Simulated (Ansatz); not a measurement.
## KSnCl3 in Amm2, a phase reached by a soft mode: a soft mode frozen in

Aim: this structure of KSnCl3 in Amm2, a phase reached by a soft mode is to be tested for unstable modes, and one is followed downhill.

Method: DFT PBEsol, scalar-relativistic, plane waves, PAW; PAW set soft_1, in Ansatz 0.2.0.

The structure was built from a prototype and need not be the compound's stable phase.

**1. The starting structure**

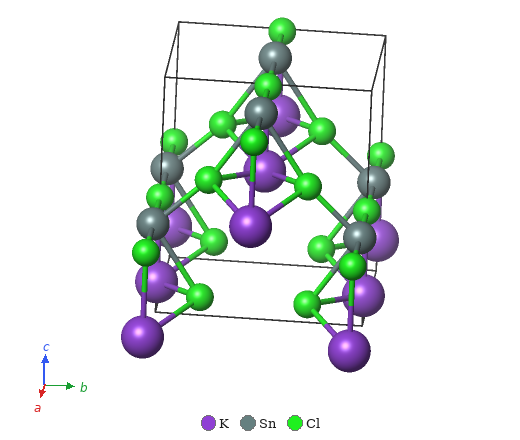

The cell as given, slightly off an axis (potassium purple, tin teal, chlorine green). 2×1×1 cells are drawn. This picture shows the conventional cell, with its axes. Some periodic images of atoms are drawn too.

**2. Linear response at the zone centre**

This phase was reached earlier by freezing in an unstable mode of a structure of higher symmetry and relaxing. Its zone-centre modes can show that it is still unstable.

Input file input.yaml:

```yaml
crystal:
  lattice:
    - [5.5216490215, 0.0, 0.0]
    - [0.0, 3.6149597598, 4.3742812735]
    - [0.0, -3.6149597598, 4.3742812735]
  atoms:
    - { symbol: K, position: [0.0, 0.1294036472, 0.1294036472] }
    - { symbol: Sn, position: [0.5, 0.4930752483, 0.4930752483] }
    - { symbol: Cl, position: [0.5, 0.4360072735, 0.9553295616] }
    - { symbol: Cl, position: [0.5, 0.9553295616, 0.4360072735] }
    - { symbol: Cl, position: [0.0, 0.4883707262, 0.4883707262] }
kpoints:
  mp_grid: { grid: [8, 8, 8] }
hamiltonian:
  xc: pbesol
  pseudopotentials: { kind: paw, azcp: { folder: soft_1 }, xc_functional: pbe }
scf:
  occupations: { method: fixed }
output:
  eigenvalues: true
phonons:
  method: dfpt
  dielectric: true
  rigid_motions: translations
```

On the command line:

```console
$ ansatz run input.yaml --threads 4 --pin off --max-ram 16384MiB --backend cpu --events-out ev --progress --plain --runs-dir out
```

Numbers of over 12 decimals in the logs are rounded to 6 here.

What it wrote:

```text
Engine: ansatz 0.2.0, aarch64-unknown-linux-gnu
Pseudopotentials: kind: paw
Pseudopotential: K, paw, valence charge 9, recommended cutoff 420 eV (normal), soft_1/K.paw.azcp
Pseudopotential: Sn, paw, valence charge 14, recommended cutoff 420 eV (normal), soft_1/Sn.paw.azcp
Pseudopotential: Cl, paw, valence charge 7, recommended cutoff 420 eV (normal), soft_1/Cl.paw.azcp
Functional definition: PBEsol
  exchange = pbesol_x
  correlation = pbesol_c
Crystal: 5 atoms, lattice volume = 174.626 Å³
Basis set: ecut = 420 eV, 3433 PW (Γ), exchange–correlation on 80×80×80 points (8 copies of the dense FFT grid, shifted against one another)
Bands: 27, of which v1, the nominal top of the filled ones, is band 22 counted from 1 (21 counted from 0)
Symmetry: 4 space group operations
k-points: 260 of 512 (irreducible under 1 space group operation, time reversal used)
Non-local potential: K, projectors of the file, l = 0: 3, l = 1: 2, l = 2: 2
Non-local potential: Sn, projectors of the file, l = 0: 2, l = 1: 2, l = 2: 2, l = 3: 1
Non-local potential: Cl, projectors of the file, l = 0: 2, l = 1: 2, l = 2: 1
PAW form: soft (Blöchl's): semilocal exchange-correlation on the pseudo side does not see the compensation charge
PAW frozen core: K, regenerated for the run's functional, and the local potential with it (the file was generated under x = pbe(κ = 0.804, μ = 0.219515), c = pbe(β = 0.066725))
PAW frozen core: Sn, regenerated for the run's functional, and the local potential with it (the file was generated under x = pbe(κ = 0.804, μ = 0.219515), c = pbe(β = 0.066725))
PAW frozen core: Cl, regenerated for the run's functional, and the local potential with it (the file was generated under x = pbe(κ = 0.804, μ = 0.219515), c = pbe(β = 0.066725))
PAW one-centre angular grid: K, 110 points (default); XC on 64 Gauss nodes
PAW one-centre angular grid: Sn, 590 points (default); XC on 64 Gauss nodes
PAW one-centre angular grid: Cl, 110 points (default); XC on 64 Gauss nodes
Initial density: superposition of atomic densities (chi_scale 0.1, normalization cell, long waves kept (reshape's long-wave potential 0.01 eV rms))
Initial wavefunctions: pseudopotential atomic-orbital guess
Functional: x = pbesol(κ = 0.804, μ = 0.123457), c = pbesol(β = 0.046)
SCF iter   1: F=—  HF=-10656.635919 eV  |F-HF|=—  |Δ(HF+E_count)|=         —  Δρ=3.50e-2  dr2=3.63e0  ethr=3.10e-3  ⟨swp⟩=5.1  Hψ=28075  notcnv=0  defer=647
preconditioner: auto → Resta (q_TF=auto, 2.168 Å⁻¹)  ε∞=3.3  [insulator: Δε(μ)=0.921 eV  Ē_g=9.411 eV  n_scr=26 (ndim 8)  ℏωp=14.3 eV  f_vac=0.145  ε∞_Penn≈3.3]
SCF iter   2: F=—  HF=-10655.359043 eV  |F-HF|=—  |Δ(HF+E_count)|=    1.28e0  Δρ=1.26e-2  dr2=6.67e-1  ethr=3.10e-3  ⟨swp⟩=3.1  Hψ=16837  notcnv=0  defer=701
SCF iter   3: F=—  HF=-10655.084422 eV  |F-HF|=—  |Δ(HF+E_count)|=   2.75e-1  Δρ=4.77e-3  dr2=8.92e-2  ethr=1.52e-3  ⟨swp⟩=2.7  Hψ=14465  notcnv=0  defer=749
SCF iter   4: F=—  HF=-10655.064441 eV  |F-HF|=—  |Δ(HF+E_count)|=   2.00e-2  Δρ=1.30e-3  dr2=6.25e-3  ethr=2.03e-4  ⟨swp⟩=3.0  Hψ=12083  notcnv=0  defer=779
SCF iter   5: F=—  HF=-10655.067594 eV  |F-HF|=—  |Δ(HF+E_count)|=   3.15e-3  Δρ=3.80e-4  dr2=4.00e-4  ethr=1.42e-5  ⟨swp⟩=3.3  Hψ=11980  notcnv=0  defer=780
SCF iter   6: F=—  HF=-10655.068558 eV  |F-HF|=—  |Δ(HF+E_count)|=   9.64e-4  Δρ=9.34e-5  dr2=3.82e-5  ethr=9.09e-7  ⟨swp⟩=2.4  Hψ=11025  notcnv=0  defer=780
SCF iter   7: F=—  HF=-10655.068627 eV  |F-HF|=—  |Δ(HF+E_count)|=   6.93e-5  Δρ=3.56e-5  dr2=4.87e-6  ethr=8.68e-8  ⟨swp⟩=2.7  Hψ=12172  notcnv=0  defer=779
SCF iter   8: F=—  HF=-10655.068634 eV  |F-HF|=—  |Δ(HF+E_count)|=   6.67e-6  Δρ=1.02e-5  dr2=3.20e-7  ethr=1.11e-8  ⟨swp⟩=2.0  Hψ=10161  notcnv=0  defer=760
SCF iter   9: F=—  HF=-10655.068638 eV  |F-HF|=—  |Δ(HF+E_count)|=   4.21e-6  Δρ=4.22e-6  dr2=4.53e-8  ethr=7.27e-10  ⟨swp⟩=2.0  Hψ=11180  notcnv=0  defer=671
SCF iter  10: F=—  HF=-10655.068638 eV  |F-HF|=—  |Δ(HF+E_count)|=   4.71e-8  Δρ=1.09e-6  dr2=3.34e-9  ethr=1.03e-10  ⟨swp⟩=2.0  Hψ=10895  notcnv=0  defer=673
SCF iter  11: F=—  HF=-10655.068638 eV  |F-HF|=—  |Δ(HF+E_count)|=   8.39e-9  Δρ=2.91e-7  dr2=2.32e-10  ethr=7.59e-12  ⟨swp⟩=2.0  Hψ=10871  notcnv=0  defer=673
SCF iter  12: F=-10655.068638 eV  HF=-10655.068638 eV  |F-HF|=3.82e-11  |Δ(HF+E_count)|=  5.75e-10  Δρ=7.94e-8  dr2=1.23e-11  ethr=1.00e-12  ⟨swp⟩=17.8  Hψ=57375  notcnv=0
SCF 1 converged in 12 iterations: F = -10655.068638 eV  dr2 = 1.23e-11
  greatest PAW one-centre occupation: 0.993 electrons in one spin orbital (limit 2), on the Sn atom at site 1 (counted from 0), in its partial waves of l = 2
NSCF: frozen V_eff on 2 k-points
DFPT response loops at Γ: preconditioner auto → none (the input reference at scf.mixing.eps_inf says where Resta's filter doesn't serve); β = 0.50; Broyden in place of MSR1
── the response to a field inside a basis, on 12×12×12 k-points: an SCF that follows is theirs, and a resumed run solves both again ──
Bands: 23, of which v1, the nominal top of the filled ones, is band 22 counted from 1 (21 counted from 0)
k-points: 252 of 1728 (time reversal used)
Initial density: handed on by an earlier stage of this run
Initial wavefunctions: pseudopotential atomic-orbital guess (no wavefunctions were taken with the density)
Eigensolver: Dense (252 Hₖ)
SCF iter   1: F=—  HF=-10655.050072 eV  |F-HF|=—  |Δ(HF+E_count)|=         —  Δρ=1.26e-4  dr2=5.56e-6  ethr=1.00e-1
preconditioner: auto → Resta (q_TF=auto, 2.168 Å⁻¹)  ε∞=3.4  [insulator: Δε(μ)=1.406 eV  Ē_g=10.252 eV  n_scr=26 (ndim 8)  ℏωp=15.9 eV  f_vac=0.211  ε∞_Penn≈3.4]
SCF iter   2: F=—  HF=-10655.050077 eV  |F-HF|=—  |Δ(HF+E_count)|=   5.15e-6  Δρ=6.55e-5  dr2=1.61e-6  ethr=1.26e-8
SCF iter   3: F=-10655.050079 eV  HF=-10655.050079 eV  |F-HF|=8.08e-9  |Δ(HF+E_count)|=   2.15e-6  Δρ=5.30e-6  dr2=3.15e-8  ethr=3.66e-9
SCF 1 converged in 3 iterations: F = -10655.050079 eV  dr2 = 3.15e-8
DFPT response loops at Γ: mixed as the last ones told, above
WARN: field response: inside a basis, on 12×12×12 points, no mesh in reach settles it: take ε∞, Z* and everything formed from them with what they may err, as stated (eps_inf_uncertainty, zstar_uncertainty_e), and compare with field_mesh: kpoints on a denser kpoints.mp_grid
WARN: field response: ε∞ stands inside a basis, on 12×12×12 points; the force constants stand on the 8×8×8 k-mesh, whose period is 10.71 times the interband length at k = (-0.5000, -0.5000, -0.5000), direct gap 1.188 eV, under 14: take them and everything formed from them as unconverged, and compare with a denser kpoints.mp_grid
SCF converged after 12 iterations
Free energy (F): -10655.068638 eV
Harris-Foulkes:  -10655.068638 eV  (|F-HF|=3.82e-11)
Internal energy: -10655.068638 eV  (E = F + TS)
E sigma→0 (E₀):  -10655.068638 eV
Fermi energy:    3.349651 eV
--- Per-component energies (eV) ---
  E_band       = -387.014699
  E_kinetic    = 877.356316
  E_local      = -3281.312849  (includes V_loc(G=0)·N_el)
  E_nonlocal   = 255.947293
  E_hartree    = 1356.265996
  E_xc         = -577.232448
  E_vxc        = -591.784984  (∫ρ·V_xc dr)
  E_paw        = -6980.806402  (= ΣΔE_a)
  E_vpaw       = -359.753136  (= ΣTr[D̂ρ^β])
  E_aug_tail   = 0.000621  (compensation charges beyond the density's cutoff)
  E_ewald      = -2305.915188
  E_core_change = 0.628021  (= ΣΔE_core)
  E_smearing   = -0.000000  (= −TS)
  E_closure    = -0.000000  (closes the sum)
  Σ components = -10655.068638   (vs F -10655.068638, Δ=0.00e0)
--- Band table (eV; the first three rows and the last of 260) ---
  k-point 0: bands = [... 18 lower, 0.0322, 0.0632, 0.0793, 0.5817, 5.8830, 7.8318, 7.9052, 8.3312, ... 1 higher]
  k-point 1: bands = [... 18 lower, 0.0165, 0.0717, 0.1273, 0.5403, 6.0010, 7.5812, 7.8692, 8.2672, ... 1 higher]
  k-point 2: bands = [... 18 lower, 0.0152, 0.0616, 0.2451, 0.5864, 6.2797, 6.9445, 7.8453, 8.1498, ... 1 higher]
  k-point 259: bands = [... 18 lower, 0.3246, 0.4649, 0.6932, 3.3497, 4.5372, 4.6972, 4.7186, 7.2808, ... 1 higher]
--- Phonons (Γ-DFPT): 12 representative perturbations + reference, on 260 of 512 k-points (Σ response iterations 37) ---
  k mesh reduced under 1 symmetry operation, with k and −k counted as one. Each operation leaves every solved perturbation unchanged. A smaller set is not considered because the run solves the response to a homogeneous field
  ASR residual: 1.074e-4 → 0.000e0 eV/Å²; symmetrization residual: 1.408e-5 eV/Å²
  ASR residual per site (eV/Å²): 1.74e-5 1.07e-4 3.00e-5 3.00e-5 2.94e-5
  Γ frequencies (cm⁻¹): -33.87 0.00 0.00 0.00 30.42 55.40 59.72 65.48 70.48 74.06 94.40 97.27 111.09 161.63 183.45
  ε∞ (high-frequency dielectric tensor):
        4.874881     0.000000    -0.000000
        0.000000     3.795371     0.000000
       -0.000000     0.000000     4.138467
  softest optical mode at Γ: -33.87 cm⁻¹; the repairs (sum rule, projections) moved no ω² at Γ by more than (1.37 cm⁻¹)²
  Born effective charges Z* (e; rows j = field, columns β = displacement):
    site 0:
         1.33662   -0.00000   -0.00000
        -0.00000    1.25468    0.00000
        -0.00000    0.00000    1.07181
    site 1:
         4.49323    0.00000   -0.00000
         0.00000    3.13626    0.00000
         0.00000    0.00000    3.56697
    site 2:
        -0.61002   -0.00000    0.00000
        -0.00000   -1.92531    1.55611
        -0.00000    1.43825   -2.02899
    site 3:
        -0.61002   -0.00000   -0.00000
        -0.00000   -1.92531   -1.55611
         0.00000   -1.43825   -2.02899
    site 4:
        -4.60982   -0.00000   -0.00000
        -0.00000   -0.54033   -0.00000
        -0.00000   -0.00000   -0.58079
  Z* charge neutrality: 7.668e-3 e pre-enforcement
  solved inside a basis spanned on kpoints, on 12×12×12 k-points, which do not settle them: ε∞ is read to err by 7.1e-2, Z* by 8.7e-2 e (field_mesh: kpoints solves on kpoints); Z* is corrected for what the basis lacks
  optical modes at Γ without the LO–TO term, one row a degenerate level:
      ω (cm⁻¹)  modes    IR ((D/Å)²/amu)
        -33.87      1             0.9037
         30.42      1             0.0562
         55.40      1            11.9155
         59.72      1             0.3591
         65.48      1             0.7114
         70.48      1             0.0000
         74.06      1             1.5229
         94.40      1             5.8536
         97.27      1             0.1482
        111.09      1             1.5410
        161.63      1             9.3358
        183.45      1             9.3727
  optical modes at Γ + LO–TO along q̂ = [1.0000, 0.0000, 0.0000]:
      ω (cm⁻¹)  modes    IR ((D/Å)²/amu)
        -33.87      1             0.9037
         30.42      1             0.0562
         59.72      1             0.3591
         65.48      1             0.7114
         70.48      1             0.0000
         71.40      1             0.0118
         84.77      1             0.0499
         97.27      1             0.1482
        111.09      1             1.5410
        161.63      1             9.3358
[...]
optical modes at Γ + LO–TO along q̂ = [0.0000, 1.0000, 0.0000]:
      ω (cm⁻¹)  modes    IR ((D/Å)²/amu)
[...]
optical modes at Γ + LO–TO along q̂ = [0.0000, 0.0000, 1.0000]:
      ω (cm⁻¹)  modes    IR ((D/Å)²/amu)
        -33.87      1             0.9037
         30.42      1             0.0562
         55.40      1            11.9155
         63.09      1             0.0540
         65.48      1             0.7114
         70.48      1             0.0000
         74.06      1             1.5229
         94.40      1             5.8536
         97.89      1             0.0110
        119.85      1             0.2797
        161.63      1             9.3358
        254.56      1            11.0762
```

The job ended after 11 min (4 threads of Arm Neoverse V1, shared host; peak memory 5 GiB; 41 min of CPU time).

The column dr2 measures how far the density is from self-consistency, as an energy; F and HF (Harris–Foulkes) agree once it is small.

Numbers from this step:

* gap on the k-mesh: 1.188 eV
* volume per atom: 34.93 Å³
* sum-rule residual before enforcement: 1.07e-4 eV/Å²
* miss of the charge sum rule: 0.007668 e
* estimated error of the dielectric tensor: 0.07054
* estimated error of the Born charges: 0.08700 e
* point group: mm2
* highest optical mode at the zone centre (no LO-TO term): 183.4 cm⁻¹
* lowest optical zone-centre mode: -33.87 cm⁻¹
* mean high-frequency dielectric constant: 4.270
* largest Born charge (third of the trace): 3.732 e
* top of the zone-centre spectrum with the field: 254.6 cm⁻¹

Without the LO-TO term. Patterns of degenerate modes are one choice out of their space. The modes at Γ (shares of kinetic energy by element, %) (negative means imaginary):

| mode | frequency (cm⁻¹) | symmetry | K % | Sn % | Cl % |
| --- | --- | --- | --- | --- | --- |
| 1 | -33.9 | B2 | 26 | 2 | 71 |
| 2 | 0.0 | acoustic | 15 | 45 | 40 |
| 3 | 0.0 | acoustic | 15 | 45 | 40 |
| 4 | 0.0 | acoustic | 15 | 45 | 40 |
| 5 | 30.4 | B2 | 11 | 8 | 81 |
| 6 | 55.4 | B1 | 13 | 0 | 87 |
| 7 | 59.7 | A1 | 41 | 12 | 47 |
| 8 | 65.5 | B2 | 47 | 12 | 41 |
| 9 | 70.5 | A2 | 0 | 0 | 100 |
| 10 | 74.1 | B1 | 62 | 29 | 8 |
| 11 | 94.4 | B1 | 10 | 26 | 64 |
| 12 | 97.3 | A1 | 14 | 18 | 67 |
| 13 | 111.1 | A1 | 30 | 7 | 63 |
| 14 | 161.6 | B2 | 0 | 33 | 67 |
| 15 | 183.4 | A1 | 0 | 18 | 82 |

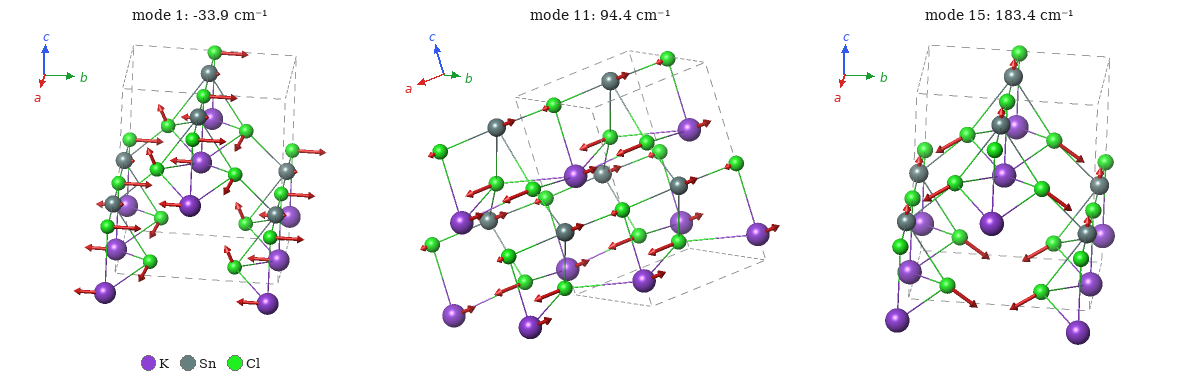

Displacement patterns of modes 1, 11 and 15 at Γ; arrows are exaggerated. 2×1×1 conventional cells are drawn. Some periodic images of atoms are drawn too.

Before it was imposed, the acoustic sum rule was missed by 1.1e-4 eV/Å² and the charge sum rule by 0.0077 e. Small misses are needed for a sound result but don't prove that mesh and cutoff are converged. The lowest optical mode is imaginary, 33.9i cm⁻¹, so the energy falls along it.

The log warns of the k mesh: “the force constants stand on the 8×8×8 k-mesh, whose period is 10.71 times the interband length at k = (-0.5000, -0.5000, -0.5000), direct gap 1.188 eV, under 14: take them and everything formed from them as unconverged”.

**3. The mode frozen in, largest atomic shift 0 Å**

The mode followed lies at Γ with frequency 33.9i cm⁻¹, the softest among the wavevectors solved. At small amplitude the distorted cell has space group no. 6 by a symmetry search on the positions. The undistorted cell that holds it gives the zero of energy on the same k mesh.

input.yaml: that of step 2 with these lines changed.

```diff
@@ -17,8 +17,6 @@
 scf:
-  occupations: { method: fixed }
+  occupations: { method: gaussian, width: 0.02 }
 output:
+  forces: true
+  stress: true
   eigenvalues: true
-phonons:
-  method: dfpt
-  dielectric: true
-  rigid_motions: translations
```

What it wrote:

```text
[...]
Crystal: 5 atoms, lattice volume = 174.626 Å³
Basis set: ecut = 420 eV, 3433 PW (Γ), exchange–correlation on 80×80×80 points (8 copies of the dense FFT grid, shifted against one another)
Bands: 27, of which v1, the nominal top of the filled ones, is band 22 counted from 1 (21 counted from 0)
Symmetry: 4 space group operations
[...]
k-points: 105 of 512 (time reversal used)
[...]
P = ⅓ Tr σ = 0.0007 GPa (0.007 kbar)
--- Band table (eV; the first three rows and the last of 105) ---
  k-point 0: bands = [... 18 lower, 0.0321, 0.0631, 0.0793, 0.5817, 5.8829, 7.8319, 7.9052, 8.3311]
  k-point 1: bands = [... 18 lower, 0.0163, 0.0717, 0.1271, 0.5403, 6.0008, 7.5813, 7.8692, 8.2671]
  k-point 2: bands = [... 18 lower, 0.0151, 0.0615, 0.2451, 0.5864, 6.2795, 6.9445, 7.8453, 8.1497]
  k-point 104: bands = [... 18 lower, 0.3245, 0.4648, 0.6932, 3.3496, 4.5372, 4.6972, 4.7186, 7.2805]
[key lines of the parts left out:]
SCF converged after 9 iterations
Free energy (F): -10655.068638 eV
Fermi energy:    3.943411 eV
```

The job ended after 15 s (4 threads; peak memory 0.66 GiB; 58 s of CPU time).

Numbers from this step:

- pressure: 6.83e-4 GPa
- energy from the undistorted cell: 0 meV/atom

At this level the gap is 1.19 eV on the k-mesh of the self-consistent run, which can miss the band edges.

**4. The mode frozen in, largest atomic shift 0.32 Å**

The atoms are moved along the unstable eigenvector, the largest shift by 0.32 Å, with the cell fixed.

input.yaml, the sections that differ from step 3:

```yaml
crystal:
  lattice:
    - [5.5216490215, 0.0, 0.0]
    - [0.0, 3.6149597598, 4.3742812735]
    - [0.0, -3.6149597598, 4.3742812735]
  atoms:
    - { symbol: K, position: [0.0, 0.1648724667, 0.0939348277] }
    - { symbol: Sn, position: [0.5, 0.487021323, 0.4991291736] }
    - { symbol: Cl, position: [0.5, 0.4713429144, 0.9652512005] }
    - { symbol: Cl, position: [0.5, 0.9454079228, 0.4006716325] }
    - { symbol: Cl, position: [0.0, 0.4441102058, 0.5326312465] }
output:
  forces: true
  stress: true
  eigenvalues: true
  write_density: true
  write_potential: true
  elf: true
  volumetric_format: npy
# kpoints, hamiltonian, scf: as in step 3
```

What it wrote:

```text
[...]
Crystal: 5 atoms, lattice volume = 174.626 Å³
Basis set: ecut = 420 eV, 3433 PW (Γ), exchange–correlation on 80×80×80 points (8 copies of the dense FFT grid, shifted against one another)
Bands: 27, of which v1, the nominal top of the filled ones, is band 22 counted from 1 (21 counted from 0)
Symmetry: 2 space group operations
[...]
k-points: 170 of 512 (time reversal used)
[...]
k-point 0: bands = [... 18 lower, 0.0068, 0.0693, 0.0709, 0.5796, 5.9479, 7.4110, 7.9034, 8.0864, ... 1 higher]
  k-point 1: bands = [... 18 lower, -0.0119, 0.0719, 0.0834, 0.5578, 6.0605, 7.3289, 7.6683, 7.9968, ... 1 higher]
  k-point 2: bands = [... 18 lower, 0.0140, 0.0745, 0.1674, 0.6440, 6.3019, 6.7418, 7.5066, 7.8688, ... 1 higher]
  k-point 169: bands = [... 18 lower, 0.3172, 0.3543, 0.6624, 3.1973, 4.5373, 4.7210, 4.8106, 7.4075, ... 1 higher]
[key lines of the parts left out:]
SCF converged after 9 iterations
Free energy (F): -10655.077915 eV
Fermi energy:    3.867282 eV
P = ⅓ Tr σ = -0.1036 GPa (-1.036 kbar)
```

It took 33 s on 4 threads; peak memory 0.86 GiB.

This step gave:

```
pressure                         : -0.1036 GPa
gap on the k-mesh                : 1.340 eV
energy from the undistorted cell : -1.855 meV/atom
```

The energy, extrapolated to zero smearing, is -1.85 meV/atom against the undistorted cell.

The run ends at a pressure of -0.10 GPa, with forces up to 0.044 eV/Å.

**5. Energy along the mode, all amplitudes (two of the runs are shown above)**

An imaginary frequency means negative curvature, so the energy should fall and then rise again as anharmonic terms take over.

Numbers from this step:

| Property | Result |
| --- | --- |
| depth at the lowest point sampled | 1.855 meV/atom |
| largest atomic shift at that point | 0.32 Å |

The energy from the parent by largest atomic shift:

| largest atomic shift (Å) | energy from the parent (meV/atom) |
| --- | --- |
| 0.000 | 0 |
| 0.040 | -0.064 |
| 0.080 | -0.25 |
| 0.140 | -0.714 |
| 0.220 | -1.47 |
| 0.320 | -1.85 |
| 0.450 | 1.5 |
| 0.600 | 20.2 |

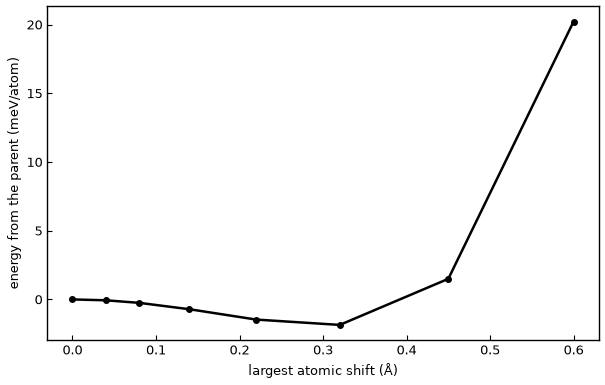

Energy from the parent against largest atomic shift.

Displacement at unit largest shift by atom:

| atom | x (Å) | y (Å) | z (Å) | size |
| --- | --- | --- | --- | --- |
| K1 | 0.00 | 0.80 | 0.00 | 0.80 |
| Sn2 | 0.00 | -0.14 | 0.00 | 0.14 |
| Cl3 | 0.00 | 0.29 | 0.62 | 0.68 |
| Cl4 | 0.00 | 0.29 | -0.62 | 0.68 |
| Cl5 | 0.00 | -1.00 | 0.00 | 1.00 |

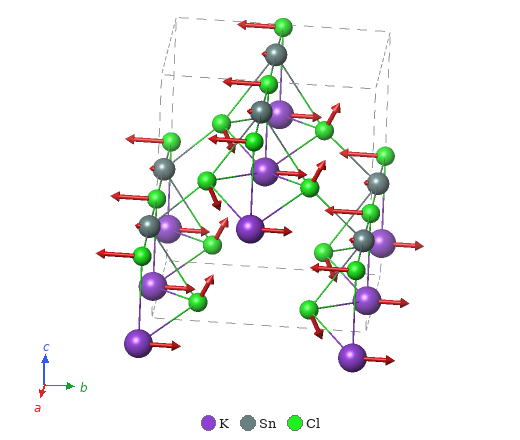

Displacement at unit largest shift as arrows, the longest 1 Å. 2×1×1 conventional cells are drawn. Some periodic images of atoms are drawn too.

The lowest of the steps tried is at 0.32 Å, 1.85 meV/atom below the parent; the bottom of the well need not coincide with a step.

[end of part 1 of 3]

[Logs are printed without paths, hosts, clocks, repeated set-up lines and the standing remarks that a program may print on its own settings, such as how far it seeks lower states.]

[Hosts, paths, dates, database ids (printed as entryN), source tags and the programs' standing remarks are cut or masked in the printed files.]
